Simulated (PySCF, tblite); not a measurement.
**C₃H₉Si radical, a small gas-phase stand-in for a defect centre (C site with back bonds C, C[SiH3], [H]): EPR parameters**

Wanted: the EPR parameters for `C[CH]C[SiH3]`. It is drawn as: dangling bond.

Computed with tblite 0.8.0 and PySCF 2.14.0; each step states its level. No surroundings beyond the atoms listed, unless a continuum is named. Atoms count from 0, parts from 1.

### 1 Starting point

13 atoms, charge 0, multiplicity 2; geometry: distance geometry start.

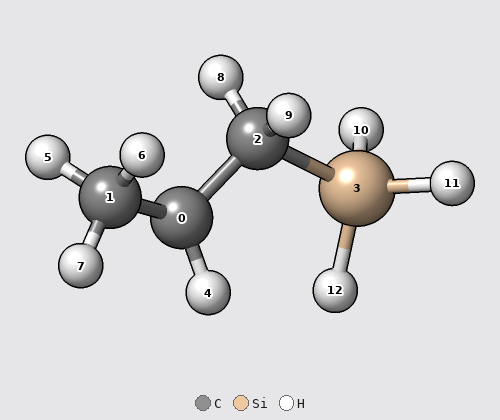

The starting geometry (carbon grey, silicon light orange, hydrogen white), atoms numbered.

### 2 Relaxing the cluster with GFN2-xTB

The job: settings as JSON, then the geometry in Å.

```
{"job": {"kind": "relax", "xc": "GFN2-xTB", "basis": "xTB"}, "charge": 0, "multiplicity": 2}
C     -1.765446    -1.247818    -0.039186
C     -2.994744    -0.507525    -0.117226
C     -0.591125    -0.517432     0.456257
Si     0.756322    -1.687939     0.834654
H     -1.854367    -2.237837     0.294952
H     -3.049663    -0.021792    -1.048757
H     -3.070980     0.202533     0.634820
H     -3.817440    -1.158996    -0.080994
H     -0.294117     0.154582    -0.287644
H     -0.870632     0.008492     1.322476
H      1.904202    -1.379643     0.027688
H      1.105538    -1.600184     2.201169
H      0.336083    -3.004797     0.540543
```

Level: GFN2-xTB geometry optimisation, gas phase.

On the command line:

```console
OMP_NUM_THREADS=1 python cluster_run.py task.json out
```

This one command runs all jobs of the session in turn.

Log:

```text
step      E/eV     max force
  0    -343.62220    2.142
  1    -343.88624    1.018
  2    -344.04015    0.621
  3    -344.08462    0.534
  4    -344.10965    0.439
  5    -344.13239    0.313
  6    -344.14937    0.345
  7    -344.16505    0.411
  8    -344.18001    0.350
  9    -344.19524    0.346
 10    -344.20980    0.340
 11    -344.22021    0.219
 12    -344.22622    0.189
 13    -344.22975    0.170
 14    -344.23261    0.141
 15    -344.23530    0.140
 16    -344.23762    0.133
 17    -344.23939    0.107
 18    -344.24060    0.120
 19    -344.24158    0.098
 20    -344.24256    0.080
 21    -344.24342    0.084
 22    -344.24408    0.069
 23    -344.24462    0.074
 24    -344.24517    0.068
 25    -344.24582    0.075
 26    -344.24649    0.066
 27    -344.24694    0.042
 28    -344.24716    0.033
 29    -344.24730    0.031
 30    -344.24747    0.038
 31    -344.24771    0.049
 32    -344.24798    0.033
 33    -344.24818    0.033
 34    -344.24829    0.030
 35    -344.24839    0.025
 36    -344.24852    0.029
 37    -344.24866    0.024
 38    -344.24879    0.037
 39    -344.24893    0.046
 40    -344.24916    0.051
 41    -344.24962    0.074
 42    -344.25044    0.105
 43    -344.25156    0.116
 44    -344.25275    0.096
 45    -344.25382    0.072
 46    -344.25482    0.087
 47    -344.25634    0.113
 48    -344.25834    0.129
 49    -344.26060    0.179
 50    -344.25960    0.237
 51    -344.26693    0.176
 52    -344.27121    0.185
 53    -344.27935    0.172
 54    -344.28761    0.246
 55    -344.29749    0.367
 56    -344.30914    0.335
 57    -344.32370    0.383
 58    -344.34792    0.346
 59    -344.35743    0.334
 60    -344.36876    0.256
 61    -344.37936    0.201
 62    -344.38294    0.338
 63    -344.39131    0.249
 64    -344.39595    0.177
 65    -344.40162    0.148
 66    -344.40517    0.172
 67    -344.40827    0.146
 68    -344.41207    0.103
 69    -344.41371    0.098
 70    -344.41548    0.092
 71    -344.41725    0.089
 72    -344.41853    0.109
 73    -344.42041    0.107
 74    -344.42322    0.118
 75    -344.42567    0.109
 76    -344.42779    0.102
 77    -344.43018    0.152
 78    -344.43254    0.214
 79    -344.43642    0.179
 80    -344.44159    0.157
 81    -344.44575    0.232
 82    -344.45000    0.234
 83    -344.45390    0.194
 84    -344.45746    0.129
 85    -344.45810    0.343
 86    -344.45943    0.266
 87    -344.46365    0.118
 88    -344.46496    0.101
 89    -344.46683    0.119
 90    -344.46857    0.091
 91    -344.46979    0.079
 92    -344.47157    0.095
 93    -344.47260    0.095
 94    -344.47348    0.088
 95    -344.47450    0.071
 96    -344.47585    0.074
 97    -344.47709    0.097
 98    -344.47787    0.105
 99    -344.47851    0.088
100    -344.47939    0.072
101    -344.48056    0.069
102    -344.48168    0.078
103    -344.48243    0.073
104    -344.48321    0.070
105    -344.48432    0.087
106    -344.48583    0.108
107    -344.48742    0.098
108    -344.48879    0.065
109    -344.48979    0.079
110    -344.49072    0.076
111    -344.49167    0.079
112    -344.49274    0.086
113    -344.49368    0.080
114    -344.49491    0.074
115    -344.49556    0.078
116    -344.49620    0.059
117    -344.49660    0.050
118    -344.49699    0.053
119    -344.49737    0.056
120    -344.49778    0.055
121    -344.49808    0.039
122    -344.49829    0.039
123    -344.49843    0.042
124    -344.49857    0.030
125    -344.49866    0.018
126    -344.49874    0.021
127    -344.49882    0.029
128    -344.49891    0.030
129    -344.49897    0.020
130    -344.49901    0.010
131    -344.49902    0.007
```

It took 2.1 s on 1 thread of Arm Neoverse V1, shared host.

The steps of the relaxation:

| step | energy from step 0 (eV) | largest force (eV/Å) |
| --- | --- | --- |
| 0 | 0.0000 | 2.1424 |
| 5 | -0.5102 | 0.3134 |
| 10 | -0.5876 | 0.3399 |
| 15 | -0.6131 | 0.1402 |
| 20 | -0.6204 | 0.0807 |
| 25 | -0.6236 | 0.0746 |
| 30 | -0.6253 | 0.0375 |
| 35 | -0.6262 | 0.0255 |
| 40 | -0.6270 | 0.0509 |
| 45 | -0.6316 | 0.0719 |
| 50 | -0.6374 | 0.2373 |
| 55 | -0.6753 | 0.3671 |
| 60 | -0.7466 | 0.2564 |
| 65 | -0.7794 | 0.1484 |
| 70 | -0.7933 | 0.0921 |
| 75 | -0.8035 | 0.1096 |
| 80 | -0.8194 | 0.1574 |
| 85 | -0.8359 | 0.3432 |
| 90 | -0.8464 | 0.0907 |
| 95 | -0.8523 | 0.0707 |
| 100 | -0.8572 | 0.0724 |
| 105 | -0.8621 | 0.0873 |
| 110 | -0.8685 | 0.0756 |
| 115 | -0.8734 | 0.0772 |
| 120 | -0.8756 | 0.0551 |
| 125 | -0.8765 | 0.0180 |
| 130 | -0.8768 | 0.0105 |
| 131 | -0.8768 | 0.0071 |

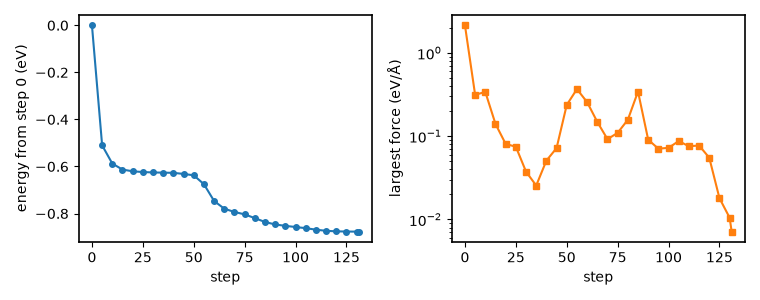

Energy and force, step by step.

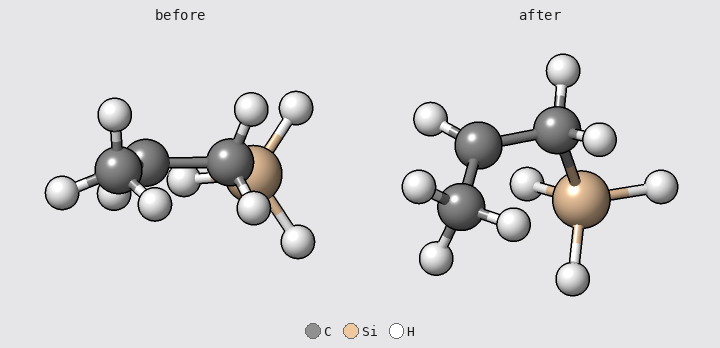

The geometry before (left) and after (right).

Distances of close pairs at the start and the end, largest changes first:

| bond | before (Å) | after (Å) | change (Å) |
| --- | --- | --- | --- |
| C2–Si3 | 1.825 | 1.937 | +0.112 |
| C1–H6 | 1.037 | 1.089 | +0.051 |
| Si3–H11 | 1.413 | 1.463 | +0.050 |
| Si3–H12 | 1.413 | 1.462 | +0.049 |
| C1–H7 | 1.050 | 1.097 | +0.047 |
| C2–H8 | 1.046 | 1.090 | +0.045 |
| C0–C1 | 1.437 | 1.481 | +0.044 |
| C1–H5 | 1.052 | 1.093 | +0.041 |

### 3 Optimising the geometry at PBE0-D3(BJ)/def2-SVP

The job: settings as JSON, then the geometry in Å.

```
{"job": {"xc": "PBE0", "basis": "def2-SVP", "d3": "d3bj", "grid": 2, "kind": "geom", "shake": 0.01}, "charge": 0, "multiplicity": 2}
C     -0.640701    -0.044336    -0.819769
C     -1.805427     0.356831     0.040711
C      0.670448     0.481394    -0.605219
Si     1.612452    -0.629010     0.710447
H     -0.808019    -0.835133    -1.530742
H     -2.697711     0.563688    -0.555997
H     -1.555771     1.250153     0.623155
H     -2.048687    -0.433776     0.740135
H      1.278870     0.472287    -1.493730
H      0.670438     1.503480    -0.206309
H      2.912903    -0.116240     0.997762
H      0.783492    -0.610294     1.944060
H      1.637923    -1.976415     0.162900
```

Log:

```text
step   0  E = -408.71791885  max force = 0.036638
step   1  E = -408.72451015  max force = 0.006491
step   2  E = -408.72488092  max force = 0.003690
step   3  E = -408.72489519  max force = 0.002858
step   4  E = -408.72494904  max force = 0.001401
step   5  E = -408.72497036  max force = 0.000652
step   6  E = -408.72499468  max force = 0.000764
step   7  E = -408.72502905  max force = 0.001104
step   8  E = -408.72506392  max force = 0.001554
step   9  E = -408.72509598  max force = 0.001451
step  10  E = -408.72513721  max force = 0.001342
step  11  E = -408.72516859  max force = 0.001280
step  12  E = -408.72519077  max force = 0.000773
step  13  E = -408.72520481  max force = 0.000290
optimisation converged
```

Run time: 2 min. Hardware: 1 thread of Arm Neoverse V1, shared host; peak memory 0.57 GiB.

The steps of the relaxation:

| step | energy from step 0 (eV) | largest force component (eV/Å) |
| --- | --- | --- |
| 0 | 0.0000 | 1.8840 |
| 1 | -0.1794 | 0.3338 |
| 2 | -0.1894 | 0.1897 |
| 3 | -0.1898 | 0.1470 |
| 4 | -0.1913 | 0.0720 |
| 5 | -0.1919 | 0.0335 |
| 6 | -0.1925 | 0.0393 |
| 7 | -0.1935 | 0.0568 |
| 8 | -0.1944 | 0.0799 |
| 9 | -0.1953 | 0.0746 |
| 10 | -0.1964 | 0.0690 |
| 11 | -0.1973 | 0.0658 |
| 12 | -0.1979 | 0.0397 |
| 13 | -0.1983 | 0.0149 |

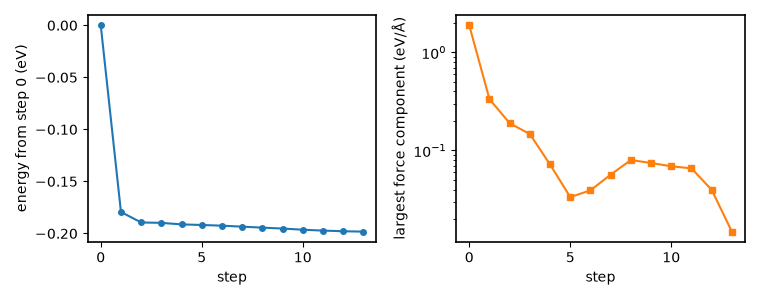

Energy and largest force along the relaxation.

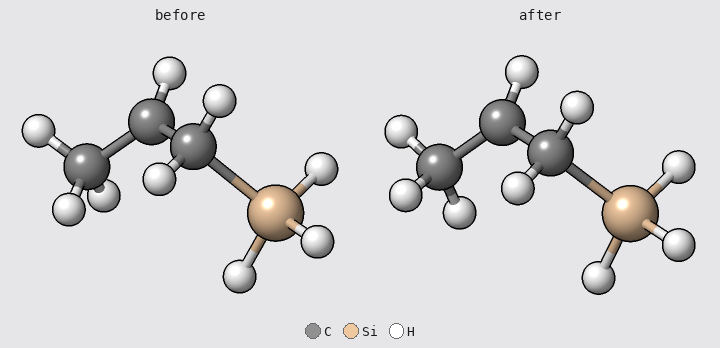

The geometry before (left) and after (right).

Distances of close pairs at the start and the end, largest changes first:

| bond | before (Å) | after (Å) | change (Å) |
| --- | --- | --- | --- |
| Si3–H10 | 1.427 | 1.498 | +0.071 |
| C2–Si3 | 1.962 | 1.905 | -0.058 |
| C0–C2 | 1.429 | 1.483 | +0.054 |
| Si3–H12 | 1.455 | 1.495 | +0.041 |
| C2–H8 | 1.077 | 1.104 | +0.027 |
| C1–H7 | 1.083 | 1.110 | +0.027 |
| C0–H4 | 1.076 | 1.095 | +0.018 |
| C0–C1 | 1.503 | 1.486 | -0.017 |

The end geometry stands in the next job.

| at the end point | value |
| --- | --- |
| point group (found at 0.08 Å tolerance) | C1 |
| rotational constants (GHz, main isotopes) | 12.216, 2.866, 2.613 |
| dipole moment (D) | 0.54 |
| ⟨S²⟩ | 0.755 |

### 4 g tensor and hyperfine couplings: B3LYP/IGLO-III+pcH-1

The job: settings as JSON, then the geometry in Å.

```
{"job": {"kind": "epr"}, "charge": 0, "multiplicity": 2}
C     -0.636259     0.064604    -0.883198
C     -1.792815     0.422903    -0.022202
C      0.744230     0.497016    -0.556580
Si     1.572986    -0.692573     0.678860
H     -0.763826    -0.717800    -1.638475
H     -2.751354     0.248782    -0.533446
H     -1.756881     1.483206     0.283922
H     -1.823155    -0.165866     0.918156
H      1.387583     0.526645    -1.452744
H      0.758446     1.506352    -0.107343
H      2.962916    -0.250878     1.021069
H      0.772603    -0.758663     1.940409
H      1.639570    -2.064267     0.087508
```

Level: UKS B3LYP, IGLO-III on C Si, pcH-1 on H, non-relativistic, mean-field spin-orbit, GIAO.

Log:

```text
UKS, coarse grid
  cycle   1  E = -409.20796332  |g| = 2.88e-01
  cycle   2  E = -409.18726546  |g| = 3.44e-01
  cycle   3  E = -409.24987354  |g| = 3.72e-02
  cycle   4  E = -409.25054685  |g| = 1.76e-02
  cycle   5  E = -409.25070002  |g| = 5.16e-03
  cycle   6  E = -409.25071453  |g| = 1.31e-03
  cycle   7  E = -409.25071686  |g| = 4.65e-04
UKS, final grid
  cycle   1  E = -409.25071471  |g| = 4.11e-04
  cycle   2  E = -409.25071472  |g| = 4.22e-04
  cycle   3  E = -409.25071482  |g| = 5.60e-05
  cycle   4  E = -409.25071482  |g| = 2.47e-05
E = -409.25071482 Eh   <S^2> = 0.7543 (exact 0.7500)
g shifts (ppm)      1          2          3
  rmc          -144       -144       -144
  gc              5         27         24
  oz_so         -77        423       1146
  total        -216        307       1026
hyperfine (MHz)  atom isotope    a_iso     a_fc   dipolar eigenvalues
    0   13C      98.35      98.50    -75.66    -74.74    150.40
    1   13C     -31.29     -31.30     -2.02     -0.54      2.57
    2   13C     -29.32     -29.33     -3.52     -0.01      3.53
    3  29Si    -138.12    -138.28    -18.88      8.59     10.30
    4    1H     -59.70     -59.72    -36.22      0.00     36.22
    5    1H      21.97      21.97     -4.66     -3.85      8.51
    6    1H      53.19      53.19     -4.47     -3.84      8.31
    7    1H     147.19     147.18     -4.41     -2.93      7.34
    8    1H      47.54      47.54     -4.43     -3.67      8.10
    9    1H      38.92      38.91     -4.12     -3.45      7.57
   10    1H      27.66      27.66     -1.91     -0.89      2.80
   11    1H      -2.16      -2.16     -2.58     -1.30      3.88
   12    1H      -3.62      -3.62     -2.68     -1.43      4.11
```

It took 38 s on 1 thread of Arm Neoverse V1, shared host; peak memory 0.94 GiB.

Principal g values 2.00210, 2.00263, 2.00335; g(iso) = 2.00269, against 2.00232 for a free electron.

Hyperfine couplings, nucleus by nucleus at this fixed geometry (no averaging over rotations):

| nuclei | isotope | a(iso) (MHz) | a(iso) (G, at g = 2.0023) | largest dipolar term (MHz) |
| --- | --- | --- | --- | --- |
| H7 | 1H | 147.2 | 52.5 | 7.3 |
| Si3 | 29Si | -138.1 | -49.3 | -18.9 |
| C0 | 13C | 98.3 | 35.1 | 150.4 |
| H4 | 1H | -59.7 | -21.3 | -36.2 |
| H6 | 1H | 53.2 | 19.0 | 8.3 |
| H8 | 1H | 47.5 | 17.0 | 8.1 |
| H9 | 1H | 38.9 | 13.9 | 7.6 |
| C1 | 13C | -31.3 | -11.2 | 2.6 |
| C2 | 13C | -29.3 | -10.5 | 3.5 |
| H10 | 1H | 27.7 | 9.9 | 2.8 |
| H5 | 1H | 22.0 | 7.8 | 8.5 |
| H12 | 1H | -3.6 | -1.3 | 4.1 |
| H11 | 1H | -2.2 | -0.8 | 3.9 |

Mulliken spin populations:

C0 1.00; C1 -0.09; C2 -0.08; Si3 0.07; H4 -0.05; H5 0.01; H6 0.02; H7 0.07; H8 0.02; H9 0.02; H10 0.02; H11 0.00; H12 0.00

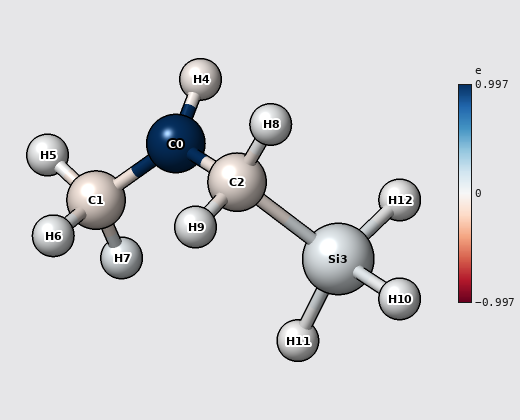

Mulliken spin populations, as colours on the atoms.

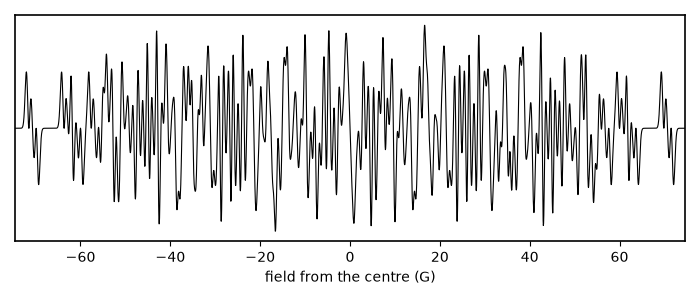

First-order isotropic spectrum (first derivative, main isotopes with spin only, couplings over 0.8 MHz, Gaussian width 0.4 G; couplings of the frozen geometry, rotation of groups not averaged beyond the rows shown).

### 5 g tensor and hyperfine couplings: BHandHLYP/IGLO-III+pcH-1

Settings changed since step 4:

```diff
@@ -1,2 +1,2 @@
-{"job": {"kind": "epr"}, "charge": 0, "multiplicity": 2}
+{"job": {"kind": "epr", "xc": "BHandHLYP"}, "charge": 0, "multiplicity": 2}
 C     -0.636259     0.064604    -0.883198
```

Method: UKS BHandHLYP, IGLO-III on C Si, pcH-1 on H, non-relativistic, mean-field spin-orbit, GIAO.

Log:

```text
UKS, coarse grid
  cycle   1  E = -409.11080227  |g| = 2.00e-01
  cycle   2  E = -409.12979569  |g| = 1.22e-01
  cycle   3  E = -409.13725510  |g| = 3.61e-02
  cycle   4  E = -409.13819594  |g| = 8.98e-03
  cycle   5  E = -409.13826698  |g| = 3.78e-03
  cycle   6  E = -409.13828504  |g| = 1.42e-03
  cycle   7  E = -409.13828684  |g| = 4.37e-04
UKS, final grid
  cycle   1  E = -409.13828516  |g| = 2.86e-04
  cycle   2  E = -409.13828521  |g| = 2.13e-04
  cycle   3  E = -409.13828523  |g| = 6.54e-05
  cycle   4  E = -409.13828524  |g| = 2.33e-05
E = -409.13828524 Eh   <S^2> = 0.7567 (exact 0.7500)
g shifts (ppm)      1          2          3
  rmc          -143       -143       -143
  gc              4         26         22
  oz_so         -78        386       1027
  total        -217        269        906
hyperfine (MHz)  atom isotope    a_iso     a_fc   dipolar eigenvalues
    0   13C     129.45     129.61    -76.99    -75.77    152.76
    1   13C     -39.74     -39.76     -1.40     -0.99      2.39
    2   13C     -36.97     -36.99     -2.78     -0.06      2.84
    3  29Si    -131.84    -131.99    -18.07      7.95     10.13
    4    1H     -72.71     -72.73    -38.09     -0.16     38.26
    5    1H      23.48      23.48     -5.02     -3.71      8.74
    6    1H      53.88      53.87     -4.81     -3.70      8.51
    7    1H     146.85     146.85     -4.04     -3.26      7.29
    8    1H      48.65      48.65     -4.70     -3.56      8.26
    9    1H      40.35      40.35     -4.44     -3.33      7.77
   10    1H      25.89      25.89     -1.76     -0.86      2.62
   11    1H      -2.40      -2.40     -2.55     -1.39      3.94
   12    1H      -3.54      -3.54     -2.64     -1.50      4.15
```

Run time: 40 s. Hardware: 1 thread of Arm Neoverse V1, shared host; peak memory 0.87 GiB.

In short: g(iso) 2.00264.

### 6 Side by side: EPR parameters

g, ⟨S²⟩ and isotropic hyperfine couplings (MHz), with basis size and wall time:

| run | g(iso) | ⟨S²⟩ | 1H H7 | 29Si Si3 | 13C C0 | 1H H4 | 1H H6 | functions | time |
| --- | --- | --- | --- | --- | --- | --- | --- | --- | --- |
| B3LYP/IGLO-III+pcH-1 | 2.00269 | 0.754 | 147.2 | -138.1 | 98.3 | -59.7 | 53.2 | 239 | 38 s |
| BHandHLYP/IGLO-III+pcH-1 | 2.00264 | 0.757 | 146.8 | -131.8 | 129.4 | -72.7 | 53.9 | 239 | 40 s |

### 7 Summary of results

| quantity | value |
| --- | --- |
| point group | C1 |
| rotational constants (main isotopes) | 12.22, 2.87, 2.61 GHz |
| g(iso) (B3LYP) | 2.00269 |
| ⟨S²⟩ | 0.754 (exact 0.75) |
| largest a(iso) | 1H on H7, 147.2 MHz |

**Reading.** The start of the PBE0/def2-SVP relaxation was shaken at random by about 0.01 Å, so part of the energy gained, and of the first lengths quoted, undoes that. Relaxing lowered the energy by 0.198 eV in 13 steps; the close pair that moved most is Si3–H10, from 1.427 to 1.498 Å (PBE0/def2-SVP). No frequency check was run at this level, so the end point may be a saddle. C0 carries the largest spin population, 1.00 e. The isotropic g lies 0.4 ppt above the free-electron value. The coupling of 1H on H7 runs from 146.8 (BHandHLYP/IGLO-III+pcH-1) to 147.2 MHz (B3LYP/IGLO-III+pcH-1). A capped cluster stands for the solid here, so long-range fields and strain are missing, and bands or shifts of the capping hydrogens have no counterpart in it.
